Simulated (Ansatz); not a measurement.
Take BAs in the zinc blende structure (space group F-43m, No. 216; a = 4.7679 Å) as the base. Axes: x, y, z lie along the cube axes.

Now apply this change: uniaxial strain ε_zz = −2.72 %, all other strain components held at zero, atoms relaxed at fixed cell.

All numbers come from PBEsol (Ansatz, an electronic-structure program; PAW; 420 eV plane waves; without spin-orbit coupling).

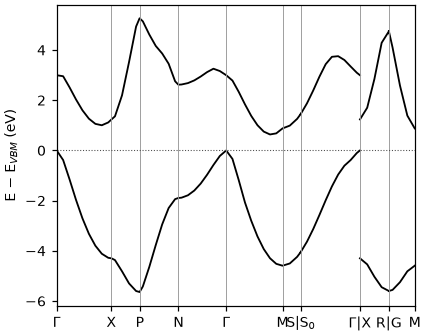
Figure. Highest valence and lowest conduction band along the path of the changed cell's own zone

Problem. Read the changed gap and its character from the plot.

Solution. About 0.6 eV, indirect, Γ → Γ–M (78 % along).

Whether these cells are dynamically stable was not tested. k-point labels follow each cell's own Brillouin zone.
